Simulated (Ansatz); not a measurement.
**The cluster Sn₁₀H₁₄O: reading failed and doubtful runs**

2 inputs were typed for the cluster Sn₁₀H₁₄O. Each is run as it stands; the log then has to tell whether the result can be used.

Computed with Ansatz 0.2.0, Gaussian basis. Level: the settings change from run to run.

5 further runs of the same task are left out: 5 set aside as unsound or not needed.

### Step 1. The geometry

The geometry comes from an earlier relaxation with PBE-D4/def2-SVP; it is a stationary point, not always the lowest conformer. Sn takes a core potential in def2 sets; no spin-orbit term is included.

25 atoms, charge 0, spin multiplicity 1.

Atoms are counted from 1 here; the program's logs count them from 0.

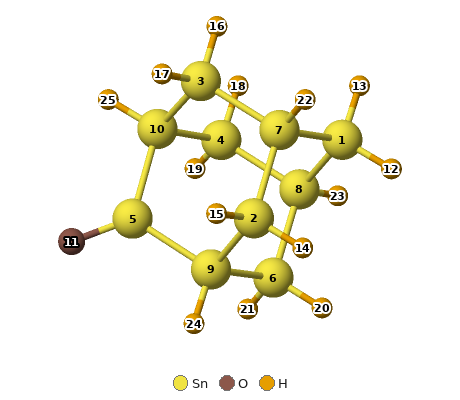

The structure; tin yellow, oxygen brown, hydrogen amber; atoms are numbered from 1 in the order of the file.

### Step 2. Try 1

in.yaml reads:

```yaml
crystal:
  periodic: [false, false, false]
  atoms:
    - {symbol: Sn, position_ang: [0.017498, -3.110787, 0.022102]}
    - {symbol: Sn, position_ang: [-0.012777, 0.102003, -3.262949]}
    - {symbol: Sn, position_ang: [-3.262315, 0.121487, 0.026700]}
    - {symbol: Sn, position_ang: [0.009668, 0.146517, 3.260832]}
    - {symbol: Sn, position_ang: [-0.016847, 3.370526, -0.019504]}
    - {symbol: Sn, position_ang: [3.260254, 0.158347, -0.032475]}
    - {symbol: Sn, position_ang: [-1.626971, -1.497986, -1.598479]}
    - {symbol: Sn, position_ang: [1.643998, -1.455363, 1.617653]}
    - {symbol: Sn, position_ang: [1.646615, 1.771661, -1.699496]}
    - {symbol: Sn, position_ang: [-1.669107, 1.774574, 1.674256]}
    - {symbol: O, position_ang: [-0.023605, 5.251215, -0.028092]}
    - {symbol: H, position_ang: [1.004549, -4.138567, -0.970003]}
    - {symbol: H, position_ang: [-0.959079, -4.133012, 1.030216]}
    - {symbol: H, position_ang: [-0.994981, 1.120815, -4.316033]}
    - {symbol: H, position_ang: [-0.994981, 1.070815, -4.316033]}
    - {symbol: H, position_ang: [-4.273366, -0.876973, 1.025900]}
    - {symbol: H, position_ang: [-4.302926, 1.104668, -0.954726]}
    - {symbol: H, position_ang: [-0.973934, -0.866397, 4.273163]}
    - {symbol: H, position_ang: [0.980180, 1.141585, 4.300361]}
    - {symbol: H, position_ang: [4.281175, -0.844411, -1.017199]}
    - {symbol: H, position_ang: [4.291921, 1.165154, 0.934283]}
    - {symbol: H, position_ang: [-2.643573, -2.499670, -2.597041]}
    - {symbol: H, position_ang: [2.672241, -2.431244, 2.629787]}
    - {symbol: H, position_ang: [2.628953, 2.791364, -2.710588]}
    - {symbol: H, position_ang: [-2.662887, 2.796025, 2.672308]}
basis:
  gaussian: {orbitals: def2-mTZVP, fitting: {mean_field: def2-universal-jkfit}}
hamiltonian: {xc: {name: PBE-QIDH}}
output: {forces: true}
```

Started as:

```bash
$ ansatz run in.yaml --threads 2 --pin off --events-out ev --progress --plain --max-ram 32768MiB --backend cuda --devices 0, --max-vram 18GiB
```

Output, shortened:

```text
Functional definition: PBE-QIDH
  name "PBE-QIDH"
  cite "Brémond, Sancho-García, Pérez-Jiménez & Adamo, J. Chem. Phys. 141, 031101 (2014) doi:10.1063/1.4890314"
  cite "Perdew, Burke & Ernzerhof, Phys. Rev. Lett. 77, 3865 (1996) doi:10.1103/PhysRevLett.77.3865"
[...]
2509 factors; integrals over basis functions are off by at most 8.8e-1 eV
[...]
mean field -60257.99309712 eV, -2214.4404019845 hartree, gradient 6.5e-6 eV, S^2 0.000000; 0 other end points of the search recorded, 0 dependent functions left out
41 core orbitals not correlated: weight in the atoms' cores, before any rotation towards them, 1.000 or more for the frozen orbitals, at most 0.000 for the correlated occupied ones
reference -60257.99313385 eV, -2214.4404033344 hartree; 80, 80 occupied and 305, 305 virtual orbitals, 2509 factors
second order -51.88769574 eV of doubles, -0.00000000 eV of singles
[...]
Total energy: -60275.28903243 eV, -2215.0760158837 hartree
Atom 0 at     0.017498    -3.110787     0.022102 Å, force     0.153241    -0.073071     0.005509 eV/Å
Atom 1 at    -0.012777     0.102003    -3.262949 Å, force     3.764286    -3.744885     1.609176 eV/Å
Atom 2 at    -3.262315     0.121487     0.026700 Å, force    -0.119463    -0.238493     0.178223 eV/Å
Atom 3 at     0.009668     0.146517     3.260832 Å, force    -0.047736     0.048647     0.071291 eV/Å
[...]
Atom 9 at    -1.669107     1.774574     1.674256 Å, force    -0.074704     0.007308    -0.045093 eV/Å
Atom 10 at    -0.023605     5.251215    -0.028092 Å, force    -0.115340    -1.015189    -0.026737 eV/Å
Atom 11 at     1.004549    -4.138567    -0.970003 Å, force    -0.201972     0.209125     0.189490 eV/Å
Atom 12 at    -0.959079    -4.133012     1.030216 Å, force     0.152479     0.237860    -0.236632 eV/Å
Atom 13 at    -0.994981     1.120815    -4.316033 Å, force    -1.946254  5737.834774    -1.338901 eV/Å
Atom 14 at    -0.994981     1.070815    -4.316033 Å, force    -0.925201 -5734.913954    -0.741334 eV/Å
Atom 15 at    -4.273366    -0.876973     1.025900 Å, force     0.061689     0.236421    -0.117281 eV/Å
Atom 16 at    -4.302926     1.104668    -0.954726 Å, force     0.205238    -0.162134     0.153824 eV/Å
Atom 17 at    -0.973934    -0.866397     4.273163 Å, force     0.202596     0.187166    -0.214807 eV/Å
Atom 18 at     0.980180     1.141585     4.300361 Å, force    -0.170492    -0.204539    -0.217312 eV/Å
Atom 19 at     4.281175    -0.844411    -1.017199 Å, force    -0.214602     0.206121     0.184149 eV/Å
Atom 20 at     4.291921     1.165154     0.934283 Å, force    -0.241857    -0.158120    -0.228106 eV/Å
Atom 21 at    -2.643573    -2.499670    -2.597041 Å, force     0.228832     0.194490     0.167892 eV/Å
Atom 22 at     2.672241    -2.431244     2.629787 Å, force    -0.198480     0.184389    -0.228513 eV/Å
Atom 23 at     2.628953     2.791364    -2.710588 Å, force    -0.208374    -0.233662     0.183178 eV/Å
Atom 24 at    -2.662887     2.796025     2.672308 Å, force     0.206042    -0.217058    -0.182334 eV/Å
Dipole moment:    -0.057188    -1.150425    -0.348220 e Å
```

Run time: 14 s. Hardware: 1 × H100 (card shared with other runs) with 2 threads of AMD EPYC 7R13, shared host; peak host memory 4 GiB.

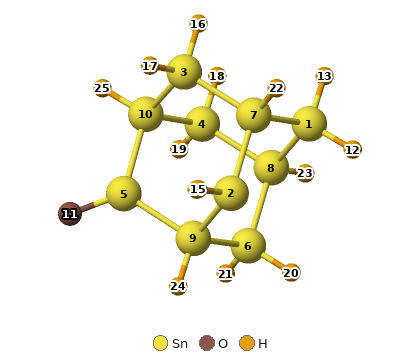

The geometry of this input.

**Diagnosis.** It ended without an error, which proves nothing about the input. One atom was put on top of another. The shortest distance is 0.05 Å (H14–H15), against 1.74 Å in the relaxed molecule. Its energy is no property of the relaxed molecule. Fix: restore the atom's position.

### Step 3. Try 2

in.yaml reads:

```yaml
crystal:
  periodic: [false, false, false]
  atoms:
    - {symbol: Sn, position_ang: [0.017498, -3.110787, 0.022102]}
    - {symbol: Sn, position_ang: [-0.012777, 0.102003, -3.262949]}
    - {symbol: Sn, position_ang: [-3.262315, 0.121487, 0.026700]}
    - {symbol: Sn, position_ang: [0.009668, 0.146517, 3.260832]}
    - {symbol: Sn, position_ang: [-0.016847, 3.370526, -0.019504]}
    - {symbol: Sn, position_ang: [3.260254, 0.158347, -0.032475]}
    - {symbol: Sn, position_ang: [-1.626971, -1.497986, -1.598479]}
    - {symbol: Sn, position_ang: [1.643998, -1.455363, 1.617653]}
    - {symbol: Sn, position_ang: [1.646615, 1.771661, -1.699496]}
    - {symbol: Sn, position_ang: [-1.669107, 1.774574, 1.674256]}
    - {symbol: O, position_ang: [-0.023605, 5.251215, -0.028092]}
    - {symbol: H, position_ang: [1.004549, -4.138567, -0.970003]}
    - {symbol: H, position_ang: [-0.959079, -4.133012, 1.030216]}
    - {symbol: H, position_ang: [0.985315, -0.911531, -4.260963]}
    - {symbol: H, position_ang: [-0.994981, 1.070815, -4.316033]}
    - {symbol: H, position_ang: [-4.273366, -0.876973, 1.025900]}
    - {symbol: H, position_ang: [-4.302926, 1.104668, -0.954726]}
    - {symbol: H, position_ang: [-0.973934, -0.866397, 4.273163]}
    - {symbol: H, position_ang: [0.980180, 1.141585, 4.300361]}
    - {symbol: H, position_ang: [4.281175, -0.844411, -1.017199]}
    - {symbol: H, position_ang: [4.291921, 1.165154, 0.934283]}
    - {symbol: H, position_ang: [-2.643573, -2.499670, -2.597041]}
    - {symbol: H, position_ang: [2.672241, -2.431244, 2.629787]}
    - {symbol: H, position_ang: [2.628953, 2.791364, -2.710588]}
    - {symbol: H, position_ang: [-2.662887, 2.796025, 2.672308]}
basis:
  gaussian: {orbitals: def2-TZVP, fitting: {mean_field: def2-universal-jkfit}}
magnetization: {spin_polarized: true, initial_magnetization: 8}
hamiltonian: {xc: {name: BHLYP}, dispersion: d3bjatm}
```

The command is unchanged.

Output:

```text
Functional definition: BHLYP
  name "BHLYP"
  cite "Becke, J. Chem. Phys. 98, 1372 (1993) doi:10.1063/1.464304"
  cite "Becke, Phys. Rev. A 38, 3098 (1988) doi:10.1103/PhysRevA.38.3098"
  cite "Lee, Yang & Parr, Phys. Rev. B 37, 785 (1988) doi:10.1103/PhysRevB.37.785"
  parameter a = 0.5
  exchange = (1 - a)*b88_x + a*exact_x
  correlation = lyp_c
2509 factors; integrals over basis functions are off by at most 8.8e-1 eV
mean field evaluation 1: about -60544.7083 eV, gradient 5.4e1 eV
mean field evaluation 2: about -60275.1923 eV, gradient 1.4e2 eV
mean field evaluation 4: about -60550.0045 eV, gradient 4.1e1 eV
mean field evaluation 8: about -60558.1663 eV, gradient 1.6e1 eV
mean field evaluation 16: about -60560.5149 eV, gradient 1.8e0 eV
mean field evaluation 32: about -60560.6080 eV, gradient 1.8e-1 eV
mean field -60560.62094075 eV, -2225.5617701093 hartree, gradient 7.4e-6 eV, S^2 20.037648; 6 other end points of the search recorded, 0 dependent functions left out
reference -60560.62134348 eV, -2225.5617849095 hartree; 125, 117 occupied and 490, 498 virtual orbitals, 2509 factors
Total energy: -60563.22615166 eV, -2225.6575098444 hartree
```

Wall time 20 s (1 × H100 (card shared with other runs) with 2 threads of AMD EPYC 7R13, shared host); peak host memory 1.2 GiB.

**Diagnosis.** It ended without an error, which proves nothing about the input. The spin is set far too high for this molecule. It asks for 8 unpaired electrons; the ground state has 0. Its energy belongs to an excited spin state, not the ground state. To mend it, set initial_magnetization back to that of the ground state.

### Step 4. How the tries ended

```
try                level      ended                                           cause  time
  1  PBE-QIDH/def2-mTZVP  converged              one atom was put on top of another  14 s
  2      BHLYP/def2-TZVP  converged  the spin is set far too high for this molecule  20 s
```

In words: 2 converged. The dangerous case is the input that converges on a wrong geometry, charge, spin, basis or grid: often only a look at the input shows it.
